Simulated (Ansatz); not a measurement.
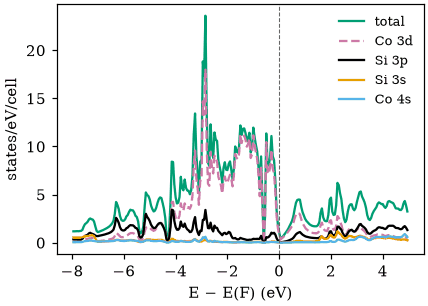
Total and projected density of states of CoSi in space group P2_13 (No. 198; Co on 4a, Si on 4a), DFT-PBEsol in the program Ansatz with PAW potentials

**Question.** Which orbitals carry the states next to the Fermi level?

**Answer.** Within 0.5 eV of the Fermi level: Co 3d 86 %, Si 3p 10 %. Projections are on Löwdin-orthogonalised atomic valence shells; empty p or d shells of many metals are not among them.

**Question.** Where is the tallest occupied peak in this window, and what makes it?

**Answer.** Near -2.8 eV, about 24 states/eV per cell; the largest projected share is Co 3d.

Symmetry was held in the PBEsol relaxation. No spin polarisation was allowed.

Potentials: the earlier of the program's two PAW sets. The files were generated under PBE; for other functionals the program regenerates the frozen cores, and for LDA and PBEsol the local potential too.
